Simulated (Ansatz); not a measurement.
# La4GaSi3 (Pmm2): H as an interstitial

What happens around H as an interstitial in La4GaSi3 (Pmm2)? The defect sits in a supercell of 32 host atoms, whose cell is held.

Program: Ansatz 0.2.0. Level of theory: DFT PBEsol, scalar-relativistic, plane waves, PAW. These are calculated values, not measurements.

1 further run of the same task is left out (set aside as unsound or not needed). Runs told in other sessions of the task aren't counted.

## 1. The system as given

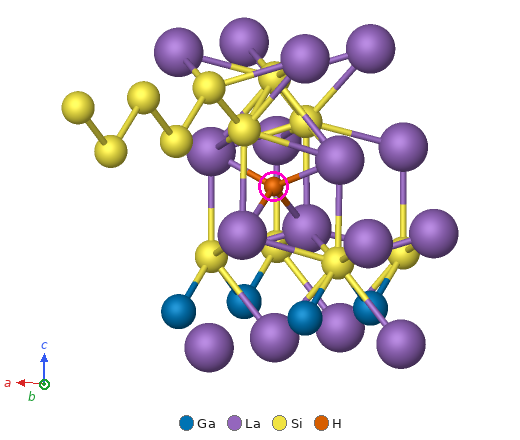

Start, viewed from a free direction; gallium blue, lanthanum purple, silicon yellow, hydrogen orange. Each atom of the cell is drawn once, at one copy chosen for all pictures, so bonds across the cell's faces may be missing. Ringed: H33.

The coordinates of this cell stand in the input of its own run.

The host was relaxed before at PBEsol: a = 3.989 Å, b = 4.482 Å, c = 11.277 Å, α = 90.00°, β = 90.00°, γ = 90.00° (conventional cell), 25.200 Å³/atom.

Places, in fractions of the supercell: H as an interstitial at (0.375, 0.250, 0.271). Its neighbours start displaced at random, with a spread of 0.05 Å in each coordinate.

## 2. The perfect crystal in the supercell of 32 atoms

The input, input.yaml:

```yaml
crystal:
  lattice:
    - [0.0, 8.9630788503, 0.0]
    - [7.9785127312, -4.4815394252, 0.0]
    - [0.0, 0.0, -11.2766251837]
  atoms:
    - { symbol: Ga, position: [0.0, 0.0, 0.9324037558] }
    - { symbol: Ga, position: [0.5, 0.0, 0.9324037558] }
    - { symbol: Ga, position: [0.25, 0.5, 0.9324037558] }
    - { symbol: Ga, position: [0.75, 0.5, 0.9324037558] }
    - { symbol: La, position: [0.0, 0.0, 0.6398211849] }
    - { symbol: La, position: [0.5, 0.0, 0.6398211849] }
    - { symbol: La, position: [0.25, 0.5, 0.6398211849] }
    - { symbol: La, position: [0.75, 0.5, 0.6398211849] }
    - { symbol: La, position: [0.25, 0.0, 0.1448042302] }
    - { symbol: La, position: [0.75, 0.0, 0.1448042302] }
    - { symbol: La, position: [0.5, 0.5, 0.1448042302] }
    - { symbol: La, position: [0.0, 0.5, 0.1448042302] }
    - { symbol: La, position: [0.375, 0.25, 0.8567067956] }
    - { symbol: La, position: [0.875, 0.25, 0.8567067956] }
    - { symbol: La, position: [0.625, 0.75, 0.8567067956] }
    - { symbol: La, position: [0.125, 0.75, 0.8567067956] }
    - { symbol: La, position: [0.125, 0.25, 0.3581779364] }
    - { symbol: La, position: [0.625, 0.25, 0.3581779364] }
    - { symbol: La, position: [0.375, 0.75, 0.3581779364] }
    - { symbol: La, position: [0.875, 0.75, 0.3581779364] }
    - { symbol: Si, position: [0.25, 0.0, 0.4329881774] }
    - { symbol: Si, position: [0.75, 0.0, 0.4329881774] }
    - { symbol: Si, position: [0.5, 0.5, 0.4329881774] }
    - { symbol: Si, position: [0.0, 0.5, 0.4329881774] }
    - { symbol: Si, position: [0.375, 0.25, 0.5655968782] }
    - { symbol: Si, position: [0.875, 0.25, 0.5655968782] }
    - { symbol: Si, position: [0.625, 0.75, 0.5655968782] }
    - { symbol: Si, position: [0.125, 0.75, 0.5655968782] }
    - { symbol: Si, position: [0.125, 0.25, 0.0695020415] }
    - { symbol: Si, position: [0.625, 0.25, 0.0695020415] }
    - { symbol: Si, position: [0.375, 0.75, 0.0695020415] }
    - { symbol: Si, position: [0.875, 0.75, 0.0695020415] }
basis:
  ecutwfc: 420
  xc_grid: 2
kpoints:
  mp_grid: { grid: [3, 3, 2], shift: [0.0, 0.0, 0.5] }
hamiltonian:
  xc: pbesol
scf:
  occupations: { method: gaussian, width: 0.05 }
output:
  forces: true
  stress: true
  eigenvalues: true
```

Started as:

```bash
$ ansatz run input.yaml --threads 8 --pin off --max-ram 14336MiB --backend cpu --events-out ev --progress --plain --runs-dir out
```

Output, shortened:

```text
Warning: RAYON_NUM_THREADS=8 ignored (pool sized by the plan → 8); use --threads N
[...]
Pseudopotentials: kind: paw
Pseudopotential: Ga, paw, valence charge 13, recommended cutoff 420 eV (normal), Ga.paw.azcp
Pseudopotential: La, paw, valence charge 11, recommended cutoff 420 eV (normal), La.paw.azcp
Pseudopotential: Si, paw, valence charge 4, recommended cutoff 420 eV (normal), Si.paw.azcp
Functional definition: PBEsol
[...]
Crystal: 32 atoms, lattice volume = 806.414 Å³
Basis set: ecut = 420 eV, 15745 PW (Γ), exchange–correlation on 120×128×160 points (8 copies of the dense FFT grid, shifted against one another)
Bands: 170, of which v1, the nominal top of the filled ones, is band 138 counted from 1 (137 counted from 0)
Symmetry: 16 space group operations
Space group: Pmm2 (ITA 25), of the structure as read, at distance tolerance 9.3e-5 Å
k-points: 4 of 18 (time reversal used)
[...]
SCF iter   1: F=—  HF=-121034.774486 eV  |F-HF|=—  |Δ(HF+E_count)|=         —  Δρ=4.03e-3  dr2=8.15e-1  ethr=1.77e-3  ⟨swp⟩=6.5  Hψ=3452  notcnv=0
[...]
SCF iter   8: F=-121034.708417 eV  HF=-121034.708417 eV  |F-HF|=4.05e-8  |Δ(HF+E_count)|=   4.44e-7  Δρ=2.15e-6  dr2=7.73e-8  ethr=3.62e-11  ⟨swp⟩=16.2  Hψ=3697  notcnv=0
[...]
SCF converged after 8 iterations
Free energy (F): -121034.708417 eV
[...]
E sigma→0 (E₀):  -121034.694364 eV
Entropy (-TS):   -0.028107 eV (-0.878 meV/atom)
Fermi energy:    10.918784 eV
[...]
--- Forces (eV/Å), atoms counted from 1 ---
  atom   1  Ga    -0.00000000     0.00000000    -0.01156965
  atom   2  Ga    -0.00000000     0.00000000    -0.01156965
  atom   3  Ga    -0.00000000     0.00000000    -0.01156965
  atom   4  Ga    -0.00000000     0.00000000    -0.01156965
  atom   5  La    -0.00000000     0.00000000     0.02823558
  atom   6  La    -0.00000000     0.00000000     0.02823558
  atom   7  La    -0.00000000    -0.00000000     0.02823558
  atom   8  La    -0.00000000     0.00000000     0.02823558
[...]
--- Stress (GPa, compression-positive) ---
       -0.139823       0.000000       0.000000
        0.000000       0.074745      -0.000000
        0.000000      -0.000000       0.059239
  P = ⅓ Tr σ = -0.0019 GPa (-0.019 kbar)
--- Band table (eV) ---
[...]
```

It took 5.5 s on 8 threads of Intel Xeon 6975P-C (Granite Rapids), shared host; peak memory 3.3 GiB.

Read off: volume 25.200 Å³/atom, pressure 0.00 GPa, no gap.

## 3. Charge 0, atoms relaxed

input.yaml: that of step 2 with these lines changed.

```diff
@@ -14,5 +14,5 @@
     - { symbol: La, position: [0.75, 0.5, 0.6398211849] }
-    - { symbol: La, position: [0.25, 0.0, 0.1448042302] }
+    - { symbol: La, position: [0.2516166176, 0.0015606708, 0.1405361443] }
     - { symbol: La, position: [0.75, 0.0, 0.1448042302] }
-    - { symbol: La, position: [0.5, 0.5, 0.1448042302] }
+    - { symbol: La, position: [0.4978437237, 0.5114785266, 0.1510444518] }
     - { symbol: La, position: [0.0, 0.5, 0.1448042302] }
@@ -22,9 +22,9 @@
     - { symbol: La, position: [0.125, 0.75, 0.8567067956] }
-    - { symbol: La, position: [0.125, 0.25, 0.3581779364] }
-    - { symbol: La, position: [0.625, 0.25, 0.3581779364] }
+    - { symbol: La, position: [0.1175040325, 0.2504508702, 0.3504084163] }
+    - { symbol: La, position: [0.6264580592, 0.2413072119, 0.3547621081] }
     - { symbol: La, position: [0.375, 0.75, 0.3581779364] }
     - { symbol: La, position: [0.875, 0.75, 0.3581779364] }
-    - { symbol: Si, position: [0.25, 0.0, 0.4329881774] }
+    - { symbol: Si, position: [0.2557261321, 0.009622443, 0.4330396394] }
     - { symbol: Si, position: [0.75, 0.0, 0.4329881774] }
-    - { symbol: Si, position: [0.5, 0.5, 0.4329881774] }
+    - { symbol: Si, position: [0.4901188388, 0.5070960156, 0.4380663009] }
     - { symbol: Si, position: [0.0, 0.5, 0.4329881774] }
@@ -38,2 +38,3 @@
     - { symbol: Si, position: [0.875, 0.75, 0.0695020415] }
+    - { symbol: H, position: [0.3784817734, 0.255516159, 0.2693362931] }
 basis:
@@ -49,3 +50,7 @@
   forces: true
-  stress: true
+  stress: false
   eigenvalues: true
+relax:
+  adjacent_minimum: "off"
+  f_tol: 0.03
+  max_steps: 40
```

Started as:

```bash
$ ansatz run input.yaml --threads 8 --pin off --max-ram 14336MiB --backend cpu --events-out ev --progress --plain --runs-dir out
```

Output, shortened:

```text
Warning: RAYON_NUM_THREADS=8 ignored (pool sized by the plan → 8); use --threads N
[...]
[... 4 set-up lines as earlier in the session ...]
Pseudopotential: H, paw, valence charge 1, recommended cutoff 420 eV (normal), H.paw.azcp
[... 1 set-up line as earlier in the session ...]
[...]
Crystal: 33 atoms, lattice volume = 806.414 Å³
Basis set: ecut = 420 eV, 15745 PW (Γ), exchange–correlation on 120×128×160 points (8 copies of the dense FFT grid, shifted against one another)
Bands: 172, of which v1, the nominal top of the filled ones, is band 139 counted from 1 (138 counted from 0)
Symmetry: 1 space group operations
[...]
relax step   4: F+E_penalty+E_count = -121051.15249754 eV  Δ(F+E_penalty+E_count) = -2.517e-3 eV  max|allowed force component| = 1.089e-2 eV/Å  Δτ_max = 0.0093 Å  (7 SCF iters, accepted)
SCF converged after 7 iterations
Free energy (F): -121051.152498 eV
[...]
E sigma→0 (E₀):  -121051.140766 eV
Entropy (-TS):   -0.023463 eV (-0.711 meV/atom)
Fermi energy:    10.965167 eV
[...]
--- Forces (eV/Å), atoms counted from 1 ---
  atom   1  Ga     0.00143812    -0.00133271     0.00069319
  atom   2  Ga     0.00135780     0.00082058     0.00045954
  atom   3  Ga    -0.00214288    -0.00104871     0.00105080
  atom   4  Ga    -0.00188186     0.00060897     0.00092942
  atom   5  La     0.00203404     0.00047557    -0.00044887
  atom   6  La    -0.00036837     0.00027511    -0.00056722
  atom   7  La    -0.00111417     0.00043372    -0.00098899
  atom   8  La    -0.00148930    -0.00123209    -0.00163060
[...]
--- Band table (eV; the first three rows and the last of 9) ---
```

## 4. More of the same log: H_i, charge +0, atoms relaxed at the host's cell

Output, continued, shortened:

```text
[...]
--- Relaxed structure (4 steps of the walk, 4 accepted, 0 SCFs on fresh bases) ---
  F+E_penalty+E_count = -121051.15249754 eV   max|allowed force component| = 1.089e-2 eV/Å
  atoms:
    - { symbol: Ga, position: [-0.00021369522729824237, -0.000112111139763083, 0.9323082725741022] }
    - { symbol: Ga, position: [0.4988591906132255, -8.466675725519418e-5, 0.9323069381072004] }
    - { symbol: Ga, position: [0.2506621444783354, 0.501679451641133, 0.9323404983103286] }
    - { symbol: Ga, position: [0.7497677561877276, 0.5016793570286459, 0.9323164736463402] }
    - { symbol: La, position: [-0.0006105907046075159, 0.0003157395260575075, 0.6401920715632395] }
    - { symbol: La, position: [0.49968148869160245, 0.0003898268640400629, 0.6401911863825551] }
    - { symbol: La, position: [0.2499172288709619, 0.5013479113864531, 0.6401692448230347] }
[...]
    - { symbol: Si, position: [0.5028195861116228, 0.5069260001007423, 0.4364539319882405] }
    - { symbol: Si, position: [-0.0016204838975747704, 0.4980077480828524, 0.4301535596355038] }
    - { symbol: Si, position: [0.3747783009986514, 0.2508334632853091, 0.5666865121518073] }
    - { symbol: Si, position: [0.8747935631610406, 0.2508507349967258, 0.565955791147672] }
    - { symbol: Si, position: [0.6263742794747224, 0.7540597026809583, 0.5663344818046584] }
    - { symbol: Si, position: [0.12320142067320938, 0.7476579019870062, 0.5663710673598195] }
    - { symbol: Si, position: [0.12166466593665276, 0.25074677071784107, 0.06721632011418248] }
    - { symbol: Si, position: [0.6278463656749701, 0.2507905115115959, 0.06720351919006741] }
    - { symbol: Si, position: [0.37476430455920556, 0.7508017515978593, 0.07047000846592436] }
    - { symbol: Si, position: [0.874774465569061, 0.7507858894969044, 0.07046453849703543] }
    - { symbol: H, position: [0.37482960185641984, 0.2508085456609399, 0.2632656352501508] }
```

Wall time 57 s (8 threads of Intel Xeon 6975P-C (Granite Rapids), shared host); peak memory 5.6 GiB.

The steps of the relaxation:

```
step  energy from step 1 (eV/cell)  largest force component (eV/Å)
   1                        0.0000                          0.8683
   2                       -0.2898                          0.3899
   3                       -0.3343                          0.0669
   4                       -0.3368                          0.0109
```

Step 1 is the start.

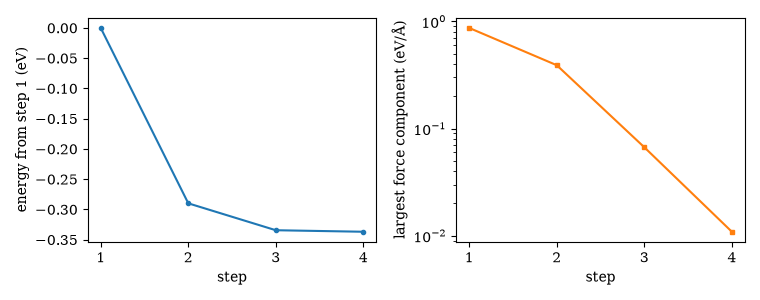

Energy and largest force along the relaxation.

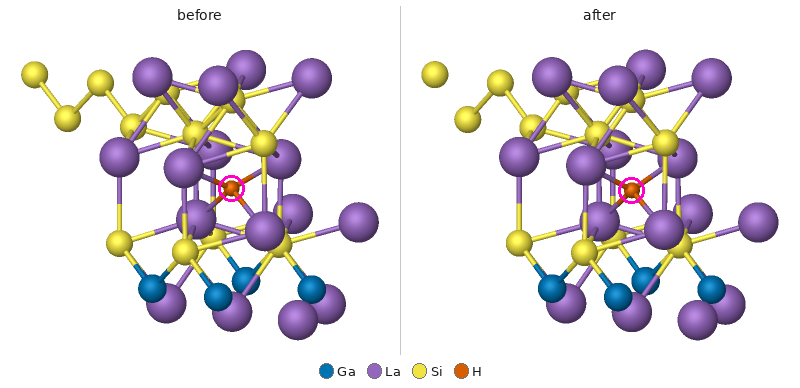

Before and after, at one scale. Each atom of the cell is drawn once, at one copy chosen for all pictures, so bonds across the cell's faces may be missing.

The atom that moved most is La11, by 0.16 Å.

It ends with free energy -121051.152 eV, no gap on the mesh.

## 5. How the shell moved

| state | neighbours of the first change (round the atom where it ends) | largest move from the ideal sites (Å) | cell moment (μB) | gap on the mesh (eV) |
| --- | --- | --- | --- | --- |
| ideal sites | 4 La at 2.45, 2 Si at 2.71 Å |  | 0.00 |  |
| charge 0 | 2 La at 2.37, 2 La at 2.43, 2 Si at 2.83 Å | 0.09 | 0.00 | none |

## 6. Summary of results

```
                 quantity     value
formation energy, neutral  -0.84 eV
    largest move, neutral    0.09 Å
```

With atoms taken from and given to the elements' standard states, the neutral defect gains 0.84 eV; that is one limit of the chemical potentials, and it holds no correction for gases. A gain means that this limit lies outside the range in which the host is stable, or that the atom binds strongly. In the neutral cell the nearest neighbours hardly move on average. A cell of 32 atoms is small: the defect feels its images, and no test of size was made. Spin–orbit coupling is left out.
